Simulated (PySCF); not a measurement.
# C₄H₄FN: NMR shifts at several levels of theory, part 2 of 2

PySCF 2.14.0. Atoms count from 0. Earlier steps stand in the parts before.

## 6. Shielding tensors: CAM-B3LYP/pcSseg-2

Job settings and geometry (Å):

```
{"job": {"kind": "nmr", "xc": "CAM-B3LYP", "basis": "pcSseg-2", "pop": false}, "charge": 0, "multiplicity": 1}
C     -1.220088    -0.108884     0.232675
C      0.060891    -0.754455    -0.157146
C      1.249739    -0.144691    -0.211631
F      2.356919    -0.792813    -0.570849
C      1.461150     1.238042     0.101418
N      1.620840     2.357909     0.354113
H     -1.945943    -0.160397    -0.595096
H     -1.087274     0.945954     0.510392
H     -1.674459    -0.638627     1.085269
H      0.058581    -1.815443    -0.428255
```

With the program's defaults for keys left out, this is: GIAO CAM-B3LYP/pcSseg-2 NMR shielding, non-relativistic, gas phase.

The log of the run:

```text
coarse grid: 8976 points
cycle   1  E = -309.2685280342  dE =  8.713e-01  |g| = 6.794e-01  |ddm| = 2.299e+00
cycle   2  E = -309.1180891443  dE =  1.504e-01  |g| = 1.134e+00  |ddm| = 9.485e-01
cycle   3  E = -309.3607764383  dE = -2.427e-01  |g| = 1.198e-01  |ddm| = 6.291e-01
cycle   4  E = -309.3627140254  dE = -1.938e-03  |g| = 6.719e-02  |ddm| = 9.599e-02
cycle   5  E = -309.3635393206  dE = -8.253e-04  |g| = 9.411e-03  |ddm| = 4.238e-02
cycle   6  E = -309.3635553504  dE = -1.603e-05  |g| = 3.014e-03  |ddm| = 8.774e-03
cycle   7  E = -309.3635573266  dE = -1.976e-06  |g| = 8.273e-04  |ddm| = 2.693e-03
final grid: 88920 points
cycle   8  E = -309.3724558779  dE = -4.706e-05  |g| = 4.139e-03  |ddm| = 2.715e-02
cycle   9  E = -309.3724549142  dE =  9.637e-07  |g| = 4.844e-03  |ddm| = 4.811e-03
cycle  10  E = -309.3724591689  dE = -4.255e-06  |g| = 5.712e-04  |ddm| = 2.772e-03
cycle  11  E = -309.3724592178  dE = -4.893e-08  |g| = 2.185e-04  |ddm| = 5.225e-04
cycle  12  E = -309.3724592256  dE = -7.738e-09  |g| = 9.600e-05  |ddm| = 1.785e-04
cycle  13  E = -309.3724592274  dE = -1.860e-09  |g| = 2.711e-05  |ddm| = 6.402e-05
cycle  14  E = -309.3724592276  dE = -1.496e-10  |g| = 4.984e-06  |ddm| = 2.157e-05
converged SCF energy = -309.3724592276

GIAO shielding tensors (ppm)
atom      isotropic    diamagn.    paramagn.     s11        s22        s33       span
  0 C      168.801     236.570     -67.768    156.523    168.242    181.640     25.117
  1 C       44.477     255.280    -210.804    -74.143     53.825    153.747    227.891
  2 C       33.496     248.396    -214.901    -66.711     74.359     92.840    159.551
  3 F      310.043     465.784    -155.742    265.585    320.001    344.542     78.957
  4 C       62.745     262.737    -199.992    -54.672    -52.553    295.461    350.133
  5 N      -70.468     331.635    -402.103   -239.870   -191.924    220.390    460.260
  6 H       29.511      29.017       0.493     25.673     26.878     35.982     10.309
  7 H       29.073      30.643      -1.570     24.981     29.214     33.025      8.044
  8 H       29.524      28.958       0.565     25.671     26.911     35.989     10.319
  9 H       24.997      30.993      -5.996     23.228     23.702     28.061      4.833
```

It took 31 s on 1 thread, shared host.

This run: δ C2 149.1, C1 138.1, C4 119.8, C0 13.8, H9 6.34, H6 1.97 ppm (means over like atoms).

## 7. Shielding tensors: wB97X-D/pcSseg-2

The job, as its differences from that of step 6:

```diff
@@ -1,2 +1,2 @@
-{"job": {"kind": "nmr", "xc": "CAM-B3LYP", "basis": "pcSseg-2", "pop": false}, "charge": 0, "multiplicity": 1}
+{"job": {"kind": "nmr", "xc": "wB97X-D", "basis": "pcSseg-2", "pop": false}, "charge": 0, "multiplicity": 1}
 C     -1.220088    -0.108884     0.232675
```

With the program's defaults for keys left out, this is: GIAO wB97X-D/pcSseg-2 NMR shielding, non-relativistic, gas phase.

The log of the run:

```text
coarse grid: 8976 points
cycle   1  E = -309.2862780053  dE =  9.034e-01  |g| = 7.010e-01  |ddm| = 2.347e+00
cycle   2  E = -309.1701851620  dE =  1.161e-01  |g| = 1.071e+00  |ddm| = 9.135e-01
cycle   3  E = -309.3875560167  dE = -2.174e-01  |g| = 9.567e-02  |ddm| = 5.976e-01
cycle   4  E = -309.3887510460  dE = -1.195e-03  |g| = 5.982e-02  |ddm| = 8.027e-02
cycle   5  E = -309.3893967425  dE = -6.457e-04  |g| = 8.847e-03  |ddm| = 3.879e-02
cycle   6  E = -309.3894120713  dE = -1.533e-05  |g| = 2.730e-03  |ddm| = 9.051e-03
cycle   7  E = -309.3894137514  dE = -1.680e-06  |g| = 9.193e-04  |ddm| = 2.902e-03
final grid: 88920 points
cycle   8  E = -309.3959282264  dE = -1.964e-04  |g| = 9.307e-03  |ddm| = 6.131e-02
cycle   9  E = -309.3959209248  dE =  7.302e-06  |g| = 1.159e-02  |ddm| = 1.166e-02
cycle  10  E = -309.3959421701  dE = -2.125e-05  |g| = 1.381e-03  |ddm| = 6.231e-03
cycle  11  E = -309.3959424011  dE = -2.310e-07  |g| = 9.249e-04  |ddm| = 1.210e-03
cycle  12  E = -309.3959425668  dE = -1.657e-07  |g| = 1.194e-04  |ddm| = 5.680e-04
cycle  13  E = -309.3959425703  dE = -3.500e-09  |g| = 3.310e-05  |ddm| = 1.208e-04
cycle  14  E = -309.3959425708  dE = -4.520e-10  |g| = 1.085e-05  |ddm| = 5.416e-05
converged SCF energy = -309.3959425708

GIAO shielding tensors (ppm)
atom      isotropic    diamagn.    paramagn.     s11        s22        s33       span
  0 C      170.040     239.842     -69.802    157.908    169.892    182.320     24.412
  1 C       48.134     257.274    -209.139    -68.394     56.949    155.847    224.241
  2 C       37.078     250.186    -213.107    -60.706     76.924     95.017    155.724
  3 F      306.848     465.177    -158.329    258.211    316.153    346.181     87.970
  4 C       64.667     263.278    -198.611    -51.481    -49.188    294.670    346.151
  5 N      -68.201     332.589    -400.790   -237.493   -190.027    222.917    460.410
  6 H       29.567      28.900       0.668     25.715     26.882     36.104     10.389
  7 H       29.114      31.072      -1.958     24.991     29.217     33.135      8.145
  8 H       29.579      28.794       0.784     25.712     26.915     36.109     10.397
  9 H       25.069      30.954      -5.884     23.407     23.744     28.057      4.651
```

Wall time 30 s (1 thread, shared host).

In short: δ C2 147.3, C1 136.3, C4 119.7, C0 14.4, H9 6.29, H6 1.94 ppm (means over like atoms).

## 8. NMR shieldings: LC-wPBE/pcSseg-2

The job, as its differences from that of step 7:

```diff
@@ -1,2 +1,2 @@
-{"job": {"kind": "nmr", "xc": "wB97X-D", "basis": "pcSseg-2", "pop": false}, "charge": 0, "multiplicity": 1}
+{"job": {"kind": "nmr", "xc": "LC-wPBE", "basis": "pcSseg-2", "pop": false}, "charge": 0, "multiplicity": 1}
 C     -1.220088    -0.108884     0.232675
```

Method: GIAO LC-wPBE/pcSseg-2 NMR shielding, non-relativistic, gas phase.

The log of the run:

```text
coarse grid: 8976 points
cycle   1  E = -309.1755888275  dE =  9.775e-01  |g| = 7.259e-01  |ddm| = 2.286e+00
cycle   2  E = -309.1031874002  dE =  7.240e-02  |g| = 1.012e+00  |ddm| = 8.613e-01
cycle   3  E = -309.2893008391  dE = -1.861e-01  |g| = 8.178e-02  |ddm| = 5.309e-01
cycle   4  E = -309.2902964506  dE = -9.956e-04  |g| = 5.417e-02  |ddm| = 7.755e-02
cycle   5  E = -309.2908319166  dE = -5.355e-04  |g| = 1.173e-02  |ddm| = 3.847e-02
cycle   6  E = -309.2908598846  dE = -2.797e-05  |g| = 2.960e-03  |ddm| = 1.051e-02
cycle   7  E = -309.2908622258  dE = -2.341e-06  |g| = 1.089e-03  |ddm| = 4.062e-03
final grid: 88920 points
cycle   8  E = -309.2963586148  dE = -1.204e-04  |g| = 8.486e-03  |ddm| = 4.902e-02
cycle   9  E = -309.2963575728  dE =  1.042e-06  |g| = 9.513e-03  |ddm| = 7.846e-03
cycle  10  E = -309.2963699308  dE = -1.236e-05  |g| = 5.236e-04  |ddm| = 4.234e-03
cycle  11  E = -309.2963699997  dE = -6.884e-08  |g| = 3.454e-04  |ddm| = 7.458e-04
cycle  12  E = -309.2963700225  dE = -2.283e-08  |g| = 1.643e-04  |ddm| = 2.569e-04
cycle  13  E = -309.2963700277  dE = -5.188e-09  |g| = 2.471e-05  |ddm| = 1.120e-04
cycle  14  E = -309.2963700279  dE = -2.544e-10  |g| = 7.964e-06  |ddm| = 4.216e-05
converged SCF energy = -309.2963700279

GIAO shielding tensors (ppm)
atom      isotropic    diamagn.    paramagn.     s11        s22        s33       span
  0 C      174.712     237.755     -63.043    163.175    174.681    186.279     23.104
  1 C       47.871     256.577    -208.706    -75.988     59.360    160.241    236.229
  2 C       36.413     250.431    -214.018    -67.787     79.212     97.813    165.600
  3 F      315.314     464.594    -149.281    268.531    320.895    356.516     87.985
  4 C       64.499     262.960    -198.461    -53.885    -50.811    298.194    352.079
  5 N      -65.046     332.383    -397.429   -236.354   -189.561    230.777    467.131
  6 H       29.585      28.966       0.620     25.666     26.746     36.345     10.679
  7 H       29.095      30.871      -1.776     24.796     29.078     33.409      8.613
  8 H       29.597      28.881       0.716     25.654     26.780     36.356     10.702
  9 H       24.922      30.987      -6.065     23.276     23.554     27.938      4.662
```

It took 44 s on 1 thread, shared host.

This run: δ C2 151.9, C1 140.4, C4 123.8, C0 13.6, H9 6.39, H6 1.89 ppm (means over like atoms).

## 9. Side by side: NMR shifts

Shifts (ppm) of some atoms, chosen among heavy atoms and hydrogens apart, means over like atoms, with basis size and wall time:

| run | C2 | C1 | C4 | H9 | H6 | F3 | N5 | functions | time |
| --- | --- | --- | --- | --- | --- | --- | --- | --- | --- |
| WP04/pcSseg-2 | 146.6 | 136.7 | 115.7 | 6.06 | 1.98 | -123.2 | 317.9 | 272 | 24 s |
| B97-2/pcSseg-2 | 143.1 | 132.2 | 117.1 | 6.22 | 1.98 | -124.0 | 321.8 | 272 | 23 s |
| BHandHLYP/pcSseg-2 | 145.6 | 137.6 | 118.4 | 6.35 | 1.99 | -122.1 | 333.8 | 272 | 23 s |
| CAM-B3LYP/pcSseg-2 | 149.1 | 138.1 | 119.8 | 6.34 | 1.97 | -124.0 | 332.3 | 272 | 31 s |
| wB97X-D/pcSseg-2 | 147.3 | 136.3 | 119.7 | 6.29 | 1.94 | -120.4 | 328.3 | 272 | 30 s |
| LC-wPBE/pcSseg-2 | 151.9 | 140.4 | 123.8 | 6.39 | 1.89 | -111.7 | 329.1 | 272 | 44 s |

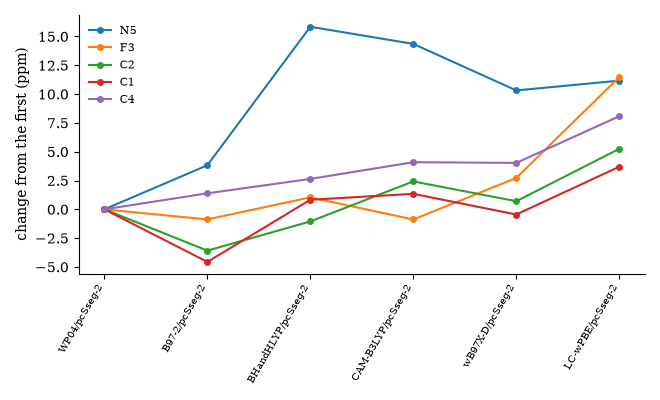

How five of the tabulated atoms move from run to run.

## 10. What came out

This closing draws on all 2 parts.

```
                                                              quantity                          value
                                                           point group                             Cs
                                  rotational constants (main isotopes)           4.45, 3.38, 1.94 GHz
                                ¹³C shifts against TMS (WP04/pcSseg-2)  146.6, 136.7, 115.7, 16.5 ppm
¹H shifts against TMS (WP04/pcSseg-2, means over atoms taken as alike)                 6.06, 1.98 ppm
                              ¹⁹F shifts against CFCl3 (WP04/pcSseg-2)                     -123.2 ppm
                                ¹⁵N shifts against NH3 (WP04/pcSseg-2)                      317.9 ppm
                                              range of the shift of N5             317.9 to 333.8 ppm
```

**Reading.** Single values in the summary come from the first run of each kind that ended normally (WP04/pcSseg-2), which need not be the best level. Over 6 steps the energy fell by 0.042 eV; of the close pairs, C2–F3 changed most, 1.353 to 1.332 Å. The most deshielded hydrogen is H9 (hydrogen on an alkene CH), at 6.06 ppm: attached to an sp2 carbon and in the plane of the double bond. At WP04/pcSseg-2: The largest span, 461 ppm, is at N5, where the paramagnetic term is -402 ppm. Across the 6 runs the shift of N5 moves most, between 317.9 (WP04/pcSseg-2) and 333.8 ppm (BHandHLYP/pcSseg-2). Most of that comes from the computed reference, not from the atom's own shielding.
